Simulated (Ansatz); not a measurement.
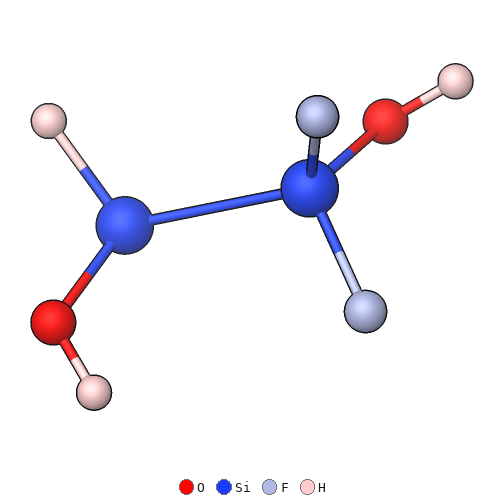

Charge 0, doublet. Computed geometry: PBE0-D4/def2-TZVP optimisation. No frequency run is at hand to confirm it as a minimum. Program: Ansatz 0.2.0.

At this fixed geometry, give dipole (D), HOMO energy (eV) at these levels: B3LYP-D4/def2-TZVPP; PBE-D4/def2-TZVPP; r2SCAN-D4/def2-TZVPP; ωB97M-V/def2-TZVPP.

| level | dipole (D) | HOMO energy (eV) |
| --- | --- | --- |
| B3LYP-D4/def2-TZVPP | 1.05 | −5.80 |
| PBE-D4/def2-TZVPP | 0.94 | −4.92 |
| r2SCAN-D4/def2-TZVPP | 1.00 | −5.26 |
| ωB97M-V/def2-TZVPP | 1.10 | −7.82 |
